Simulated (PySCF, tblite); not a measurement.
**C₆H₈F₂OSi: geometry, infrared bands and NMR shifts**

What infrared bands and NMR shifts should C₆H₈F₂OSi (`FC/C(F)=C1/C=CCO[SiH2]1`) show?

Programs: tblite 0.8.0 and PySCF 2.14.0, with density-fitted response routines of our own. Each step states its level of theory. These are calculated values for one molecule in the gas phase, unless marked as measured. Atoms count from 0, in the outputs and in this text.

## 1. The molecule as given

18 atoms, charge 0, multiplicity 1; geometry from: force field or distance geometry start.

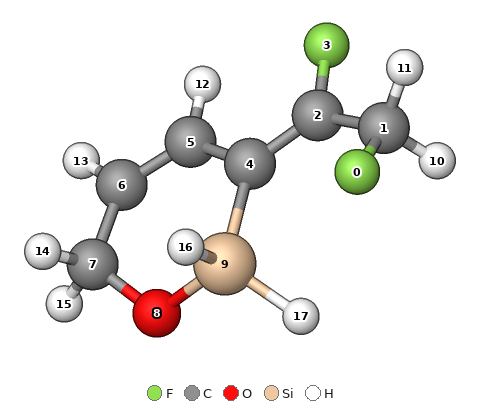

As it starts; fluorine green, carbon grey, oxygen red, silicon light orange, hydrogen white, atoms numbered.

## 2. Relaxing the molecule with GFN2-xTB

Job settings and geometry (Å):

```
{"job": {"kind": "relax", "xc": "GFN2-xTB", "basis": "xTB"}, "charge": 0, "multiplicity": 1}
F      2.765000    -1.113000     0.780400
C      2.904100     0.010000     0.008400
C      1.648900     0.792200    -0.128800
F      1.818600     2.135700    -0.344000
C      0.365500     0.348100    -0.064700
C     -0.766900     1.267000    -0.227700
C     -2.059100     0.926200    -0.159300
C     -2.604200    -0.458600     0.070500
O     -1.735900    -1.526800    -0.315100
Si    -0.149800    -1.431500     0.162300
H      3.285200    -0.298400    -0.964100
H      3.664600     0.620600     0.507600
H     -0.527600     2.320200    -0.376800
H     -2.802000     1.708300    -0.253700
H     -2.917500    -0.578400     1.115400
H     -3.518800    -0.571000    -0.529400
H     -0.048400    -1.816200     1.589400
H      0.669700    -2.328100    -0.702200
```

Started as:

```sh
OMP_NUM_THREADS=1 python probes_run.py task.json out
```

The driver reads the jobs from task.json and runs them one after another.

Standard output:

```text
step      E/eV     max force
  0    -875.89830    2.193
  1    -875.97770    1.378
  2    -876.01699    0.411
  3    -876.03765    0.331
  4    -876.04848    0.319
  5    -876.05930    0.334
  6    -876.06938    0.248
  7    -876.07812    0.203
  8    -876.08455    0.206
  9    -876.08875    0.141
 10    -876.09151    0.132
 11    -876.09392    0.118
 12    -876.09619    0.122
 13    -876.09816    0.103
 14    -876.09956    0.079
 15    -876.10057    0.090
 16    -876.10162    0.085
 17    -876.10280    0.109
 18    -876.10385    0.098
 19    -876.10467    0.069
 20    -876.10539    0.082
 21    -876.10617    0.074
 22    -876.10690    0.060
 23    -876.10743    0.050
 24    -876.10788    0.055
 25    -876.10844    0.056
 26    -876.10915    0.070
 27    -876.10982    0.071
 28    -876.11028    0.074
 29    -876.11063    0.063
 30    -876.11103    0.054
 31    -876.11147    0.055
 32    -876.11181    0.041
 33    -876.11202    0.035
 34    -876.11220    0.034
 35    -876.11240    0.036
 36    -876.11260    0.038
 37    -876.11278    0.037
 38    -876.11296    0.032
 39    -876.11318    0.036
 40    -876.11343    0.033
 41    -876.11364    0.033
 42    -876.11379    0.028
 43    -876.11393    0.030
 44    -876.11407    0.029
 45    -876.11420    0.023
 46    -876.11430    0.023
 47    -876.11440    0.024
 48    -876.11453    0.029
 49    -876.11473    0.038
 50    -876.11498    0.038
 51    -876.11521    0.036
 52    -876.11536    0.030
 53    -876.11548    0.027
 54    -876.11559    0.033
 55    -876.11571    0.031
 56    -876.11583    0.023
 57    -876.11593    0.020
 58    -876.11599    0.017
 59    -876.11604    0.020
 60    -876.11611    0.027
 61    -876.11619    0.027
 62    -876.11627    0.019
 63    -876.11633    0.018
 64    -876.11638    0.018
 65    -876.11644    0.025
 66    -876.11653    0.024
 67    -876.11662    0.022
 68    -876.11669    0.019
 69    -876.11675    0.017
 70    -876.11681    0.023
 71    -876.11688    0.019
 72    -876.11692    0.010
 73    -876.11694    0.009
```

Wall time 1.1 s (1 thread of Arm Neoverse N1, shared host).

Step by step: (not every step is listed)

| step | energy from step 0 (eV) | largest force (eV/Å) |
| --- | --- | --- |
| 0 | 0.0000 | 2.1929 |
| 1 | -0.0794 | 1.3780 |
| 2 | -0.1187 | 0.4105 |
| 3 | -0.1394 | 0.3307 |
| 4 | -0.1502 | 0.3188 |
| 5 | -0.1610 | 0.3338 |
| 6 | -0.1711 | 0.2476 |
| 7 | -0.1798 | 0.2027 |
| 8 | -0.1863 | 0.2062 |
| 14 | -0.2013 | 0.0794 |
| 20 | -0.2071 | 0.0821 |
| 26 | -0.2109 | 0.0697 |
| 32 | -0.2135 | 0.0413 |
| 38 | -0.2147 | 0.0317 |
| 44 | -0.2158 | 0.0289 |
| 50 | -0.2167 | 0.0383 |
| 56 | -0.2175 | 0.0226 |
| 62 | -0.2180 | 0.0192 |
| 68 | -0.2184 | 0.0190 |
| 69 | -0.2185 | 0.0173 |
| 70 | -0.2185 | 0.0234 |
| 71 | -0.2186 | 0.0185 |
| 72 | -0.2186 | 0.0102 |
| 73 | -0.2186 | 0.0088 |

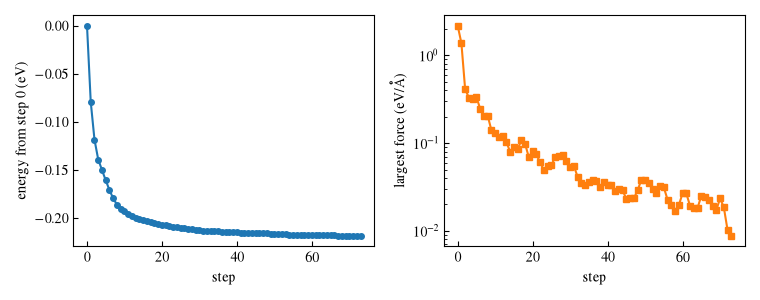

Energy and force, step by step.

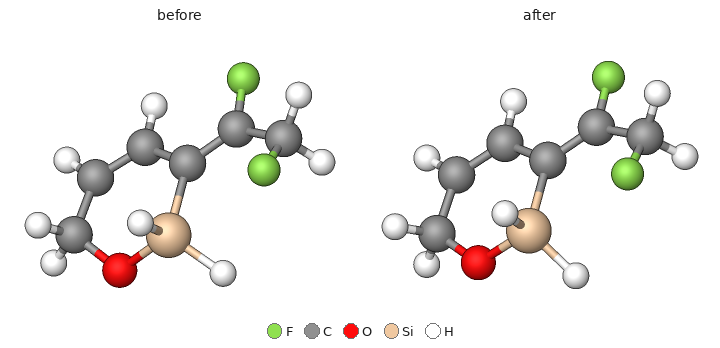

The geometry before (left) and after (right).

Close pairs (by a distance rule), those that changed most:

| bond | before (Å) | after (Å) | change (Å) |
| --- | --- | --- | --- |
| Si9–H17 | 1.491 | 1.453 | -0.038 |
| O8–Si9 | 1.659 | 1.624 | -0.035 |
| C7–O8 | 1.430 | 1.396 | -0.033 |
| C2–C4 | 1.360 | 1.330 | -0.029 |
| C4–Si9 | 1.867 | 1.888 | +0.022 |
| Si9–H16 | 1.482 | 1.463 | -0.018 |
| C4–C5 | 1.467 | 1.452 | -0.015 |
| C1–C2 | 1.485 | 1.497 | +0.011 |

The final coordinates are the input of the step that follows.

## 3. Infrared spectrum with GFN2-xTB

Job settings and geometry (Å):

```
{"job": {"kind": "ir", "xc": "GFN2-xTB", "basis": "xTB"}, "charge": 0, "multiplicity": 1}
F      2.711013    -1.174696     0.599906
C      2.888852     0.025991    -0.031897
C      1.610848     0.797022    -0.142811
F      1.886514     2.110307    -0.397520
C      0.360368     0.355204    -0.037044
C     -0.759044     1.272367    -0.157225
C     -2.043046     0.918170    -0.125905
C     -2.599244    -0.462611     0.007628
O     -1.678804    -1.505655    -0.113779
Si    -0.104209    -1.447497     0.280328
H      3.307059    -0.190406    -1.024134
H      3.619403     0.601314     0.550306
H     -0.512175     2.320479    -0.273932
H     -2.805971     1.680564    -0.206522
H     -3.107747    -0.544070     0.981708
H     -3.360186    -0.617829    -0.769582
H      0.113300    -1.742662     1.697022
H      0.464311    -2.389673    -0.668199
```

Standard output:

```text
mode    cm-1     km/mol
  1      31.8      6.16
  2      72.4      0.41
  3     109.8     16.94
  4     125.9      1.84
  5     141.7      2.22
  6     212.9      0.06
  7     234.6     14.25
  8     294.5      0.29
  9     375.1     16.82
 10     391.9      0.17
 11     430.3      1.58
 12     461.2      5.19
 13     509.9     26.40
 14     555.9    111.45
 15     622.9     30.31
 16     628.5     12.50
 17     713.3     68.99
 18     749.3     60.85
 19     761.5    164.28
 20     774.7     45.66
 21     793.0    231.47
 22     924.7      0.34
 23     944.8     10.36
 24     952.6      8.51
 25     978.8      3.40
 26     987.4     17.26
 27    1056.6    149.30
 28    1119.2     36.21
 29    1138.3     47.76
 30    1185.7     31.31
 31    1193.0     87.98
 32    1208.3      4.99
 33    1270.1      6.19
 34    1319.5     15.89
 35    1323.3      8.25
 36    1363.0      9.34
 37    1421.5      7.30
 38    1454.0      4.90
 39    1668.2     59.82
 40    1685.9     97.75
 41    2259.5    299.40
 42    2356.0    245.44
 43    2834.6     45.50
 44    2893.5     44.86
 45    2901.0     15.50
 46    2930.0     15.94
 47    3045.3     17.05
 48    3068.5     47.27
```

It took 1.4 s on 1 thread of Arm Neoverse N1, shared host.

The strongest bands and the atoms that carry them (share of the mass-weighted mode):

| cm⁻¹ | km/mol | atoms |
| --- | --- | --- |
| 556 | 111.5 | H17 28 %, C4 27 %, H16 13 %, Si9 10 % |
| 762 | 164.3 | H16 32 %, H17 26 % |
| 793 | 231.5 | Si9 29 %, H17 28 %, H16 16 %, O8 15 % |
| 1057 | 149.3 | C1 42 %, F0 32 %, C2 13 % |
| 1193 | 88.0 | H10 25 %, C7 13 %, C4 12 %, H13 12 % |
| 1686 | 97.8 | C6 35 %, C5 28 %, C2 20 %, C4 13 % |
| 2260 | 299.4 | H16 96 % |
| 2356 | 245.4 | H17 96 % |

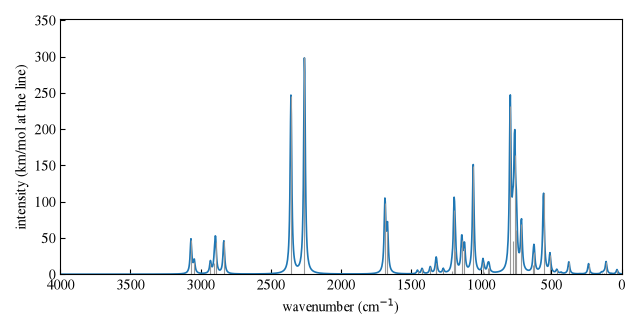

The infrared spectrum from these modes, unscaled. Lines are broadened to a width of 14 cm⁻¹ (Lorentzian).

## 4. Shielding tensors: PBE0/pcSseg-1

Same as in step 3 but for these lines:

```diff
@@ -1,2 +1,2 @@
-{"job": {"kind": "ir", "xc": "GFN2-xTB", "basis": "xTB"}, "charge": 0, "multiplicity": 1}
+{"job": {"kind": "nmr", "xc": "PBE0", "basis": "pcSseg-1"}, "charge": 0, "multiplicity": 1}
 F      2.711013    -1.174696     0.599906
```

Method: GIAO PBE0/pcSseg-1 NMR shielding, non-relativistic, gas phase.

Standard output:

```text
coarse grid: 16360 points
cycle   1  E = -796.8807645214  dE =  1.599e+00  |g| = 8.968e-01  |ddm| = 4.029e+00
cycle   2  E = -796.6493172766  dE =  2.314e-01  |g| = 1.422e+00  |ddm| = 2.145e+00
cycle   3  E = -797.0228161627  dE = -3.735e-01  |g| = 1.322e-01  |ddm| = 1.532e+00
cycle   4  E = -797.0259702036  dE = -3.154e-03  |g| = 7.405e-02  |ddm| = 2.258e-01
cycle   5  E = -797.0271621191  dE = -1.192e-03  |g| = 2.193e-02  |ddm| = 8.698e-02
cycle   6  E = -797.0272675855  dE = -1.055e-04  |g| = 6.381e-03  |ddm| = 2.405e-02
cycle   7  E = -797.0272757769  dE = -8.191e-06  |g| = 1.523e-03  |ddm| = 5.741e-03
final grid: 156568 points
cycle   8  E = -797.1108699179  dE = -4.345e-05  |g| = 1.078e-02  |ddm| = 4.436e-02
cycle   9  E = -797.1108468205  dE =  2.310e-05  |g| = 1.586e-02  |ddm| = 2.179e-02
cycle  10  E = -797.1108918951  dE = -4.507e-05  |g| = 1.320e-03  |ddm| = 1.375e-02
cycle  11  E = -797.1108922488  dE = -3.536e-07  |g| = 2.345e-04  |ddm| = 1.466e-03
cycle  12  E = -797.1108922582  dE = -9.388e-09  |g| = 1.074e-04  |ddm| = 2.675e-04
cycle  13  E = -797.1108922600  dE = -1.833e-09  |g| = 3.440e-05  |ddm| = 1.151e-04
cycle  14  E = -797.1108922602  dE = -2.206e-10  |g| = 1.188e-05  |ddm| = 4.084e-05
converged SCF energy = -797.1108922602

GIAO shielding tensors (ppm)
atom      isotropic    diamagn.    paramagn.     s11        s22        s33       span
  0 F      440.440     477.027     -36.588    411.438    421.903    487.978     76.540
  1 C      102.509     240.125    -137.616     72.859     81.414    153.255     80.396
  2 C       21.644     253.340    -231.696    -63.366     62.031     66.266    129.632
  3 F      281.097     477.090    -195.992    161.761    277.826    403.704    241.942
  4 C       79.307     266.075    -186.768    -13.765     68.819    182.865    196.631
  5 C       61.249     250.090    -188.842    -47.906     57.002    174.651    222.556
  6 C       49.418     257.945    -208.527    -57.349     51.751    153.852    211.201
  7 C      119.651     240.192    -120.541    101.863    105.565    151.526     49.662
  8 O      326.163     396.967     -70.804    262.060    351.448    364.981    102.921
  9 Si     389.494     881.334    -491.840    346.612    382.783    439.087     92.475
 10 H       26.258      26.594      -0.336     22.767     26.019     29.988      7.220
 11 H       26.480      25.967       0.513     22.370     26.759     30.310      7.941
 12 H       24.637      31.831      -7.194     21.381     23.684     28.847      7.466
 13 H       25.835      30.134      -4.299     23.955     25.837     27.712      3.758
 14 H       26.791      27.050      -0.259     22.292     25.832     32.250      9.958
 15 H       26.794      26.648       0.146     21.775     26.071     32.537     10.762
 16 H       26.332      29.852      -3.520     22.264     25.977     30.756      8.492
 17 H       26.573      30.246      -3.673     22.191     26.443     31.085      8.895
```

It took 1.7 min on 1 thread of Arm Neoverse N1, shared host; peak memory 0.96 GiB.

Shifts follow as δ = σ(reference) − σ, with reference shieldings (ppm) from runs at the same level and on the same kind of geometry: 1H TMS 31.72, 13C TMS 186.9, 29Si TMS 349.2, 19F CFCl3 170.9, 17O H2O 336.1. The references are single molecules in the gas phase, so shifts against H2O, NH3, PH3, H3PO4 or CFCl3 are not on the usual liquid scales and can be off by tens of ppm. Atoms listed in one row are averaged.

| atoms | environment | σ (ppm) | δ (ppm) | δ scaled to CDCl3 |
| --- | --- | --- | --- | --- |
| C2 | fully substituted alkene carbon | 21.6 | 165.3 | 159.4 |
| C6 | alkene CH | 49.4 | 137.5 | 132.3 |
| C5 | alkene CH | 61.2 | 125.7 | 120.7 |
| C4 | fully substituted alkene carbon | 79.3 | 107.6 | 103.1 |
| C1 | allylic sp3 CH2 bonded to F | 102.5 | 84.4 | 80.5 |
| C7 | allylic sp3 CH2 bonded to O | 119.7 | 67.3 | 63.7 |
| H12 | hydrogen on an alkene CH | 24.64 | 7.08 | 6.78 |
| H13 | hydrogen on an alkene CH | 25.83 | 5.88 | 5.65 |
| H10, H11 | hydrogen on an allylic sp3 CH2 bonded to F | 26.37 | 5.35 | 5.15 |
| H16, H17 | hydrogen on a silicon bonded to C, O, in a 6-membered ring | 26.45 | 5.26 | – |
| H14, H15 | hydrogen on an allylic sp3 CH2 bonded to O | 26.79 | 4.92 | 4.75 |
| F3 | vinylic fluorine | 281.1 | -110.2 | – |
| F0 | fluorine on an sp3 carbon | 440.4 | -269.5 | – |
| O8 | oxygen bonded to C, Si, in a 6-membered ring | 326.2 | 9.9 | – |
| Si9 | silicon bonded to C, O, 2 H, in a 6-membered ring | 389.5 | -40.3 | – |

The scaled column applies a straight-line fit of computed shieldings to shifts measured in CDCl3, and one for carbons that bear F (root-mean-square error 0.16 ppm for H, 1.9 ppm for C).

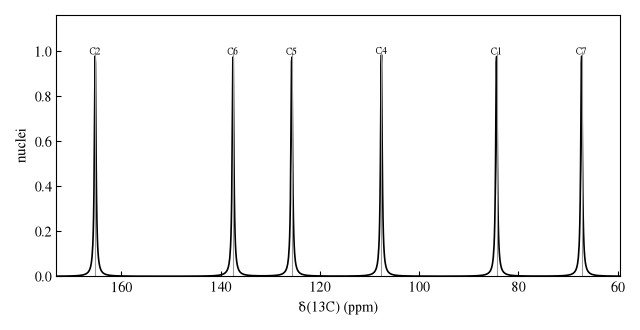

13C lines at the computed shifts, without couplings. Lines are broadened to a width of 0.39 ppm (Lorentzian).

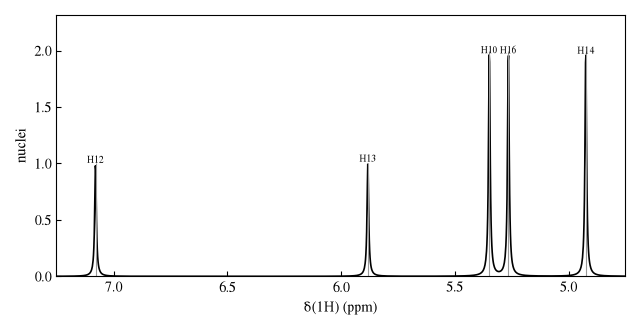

1H lines at the computed shifts, without couplings. Lines are broadened to a width of 0.01 ppm (Lorentzian).

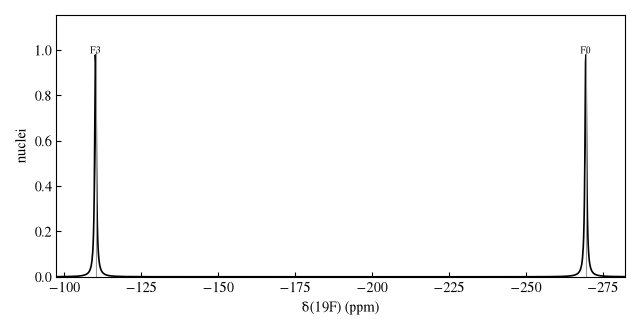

19F lines at the computed shifts, without couplings. Lines are broadened to a width of 0.64 ppm (Lorentzian).

Charges from the same density, by scheme (e):

| atoms | Mulliken | IAO | Hirshfeld | ESP fit |
| --- | --- | --- | --- | --- |
| F0 | -0.32 | -0.30 | -0.07 | -0.21 |
| C1 | 0.23 | 0.02 | 0.02 | -0.04 |
| C2 | 0.18 | 0.27 | 0.08 | 0.16 |
| F3 | -0.29 | -0.28 | -0.08 | -0.18 |
| C4 | -0.51 | -0.35 | -0.13 | -0.09 |
| C5 | -0.07 | -0.16 | -0.06 | -0.32 |
| C6 | -0.22 | -0.17 | -0.05 | -0.11 |
| C7 | 0.18 | -0.05 | 0.01 | 0.20 |
| O8 | -0.63 | -0.65 | -0.23 | -0.47 |
| Si9 | 0.94 | 1.02 | 0.37 | 0.66 |

ESP fit charges:

F0 -0.21; C1 -0.04; C2 0.16; F3 -0.18; C4 -0.09; C5 -0.32; C6 -0.11; C7 0.20; O8 -0.47; Si9 0.66; H10 0.12; H11 0.14; H12 0.19; H13 0.10; H14 0.04; H15 0.05; H16 -0.13; H17 -0.12

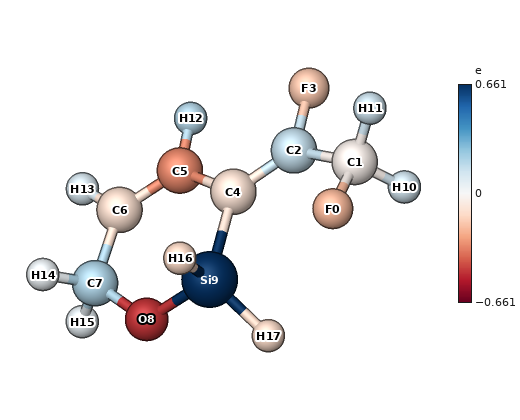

ESP fit charges, as colours on the atoms.

Mayer bond orders: F0–C1 0.89, C1–C2 1.06, C2–F3 0.93, C2–C4 1.73, C4–C5 1.10, C5–C6 1.86, C6–C7 1.05, C7–O8 0.90, O8–Si9 0.99, Si9–C4 0.78.

Ring of atoms C4, C5, C6, C7, O8, Si9: NICS(0) 0.6, NICS(1) -0.8, NICS(1)zz 2.5 ppm (means of both faces).

Orbitals, density, ELF and potential are computed afterwards from the orbital file.

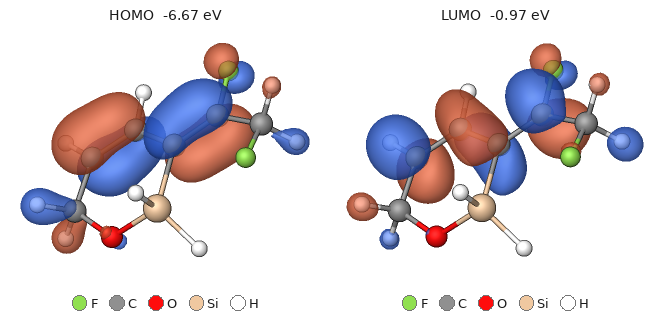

PBE0/pcSseg-1 orbitals near the gap, drawn at the value that encloses 70 % of each; the two colours are the two signs.

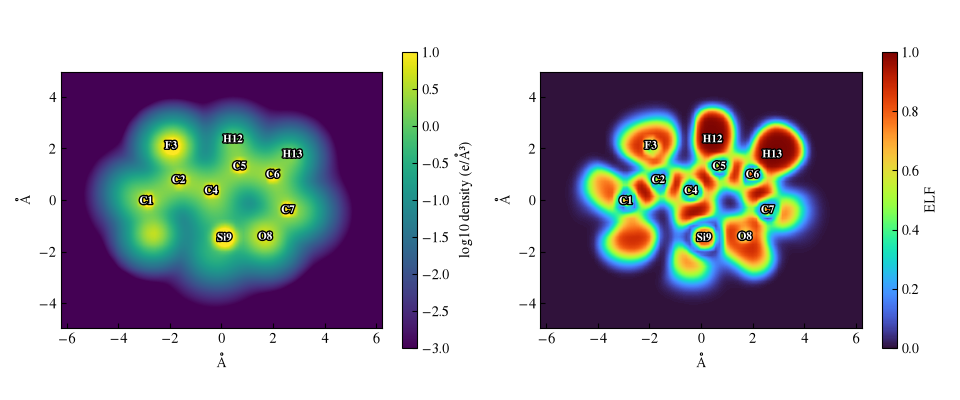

Density (left) and ELF (right) in a plane through or near 11 of the atoms.

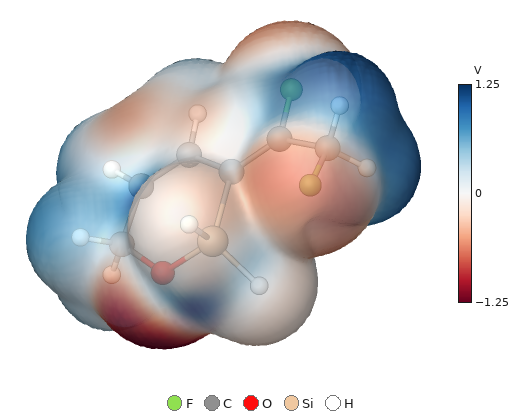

The potential that a unit positive charge feels on the 0.002 e/bohr³ surface, from -1.25 V near O8 to 1.16 V near H10.

## 5. What came out

```
                                                              quantity                                       value
                             strongest single infrared mode (GFN2-xTB)                       2260 cm⁻¹, 299 km/mol
                                          zero-point energy (GFN2-xTB)                               77.9 kcal/mol
                                13C shifts against TMS (PBE0/pcSseg-1)  165.3, 137.5, 125.7, 107.6, 84.4, 67.3 ppm
1H shifts against TMS (PBE0/pcSseg-1, means over atoms taken as alike)            7.08, 5.88, 5.35, 5.26, 4.92 ppm
                              19F shifts against CFCl3 (PBE0/pcSseg-1)                          -110.2, -269.5 ppm
                                17O shifts against H2O (PBE0/pcSseg-1)                                     9.9 ppm
                               29Si shifts against TMS (PBE0/pcSseg-1)                                   -40.3 ppm
                                 surface potential, least and greatest                          -1.25 V and 1.16 V
```

What this shows: Relaxing lowered the energy by 0.219 eV in 73 steps; the close pair that moved most is Si9–H17, from 1.491 to 1.453 Å. All 48 modes are real, so the xTB geometry is a minimum. The strongest single mode, at 2260 cm⁻¹, moves mainly H16. Unscaled tight-binding wavenumbers are off by several per cent, some by more. Its intensities can rank the bands wrongly. At PBE0/pcSseg-1: The largest span, 242 ppm, is at F3, where the paramagnetic term is -196 ppm. By nearest atom (PBE0/pcSseg-1), the HOMO sits on C2, C6 about 23 % each; C4, C5 about 15 % each and the LUMO on C2 27 %; C6 21 %.
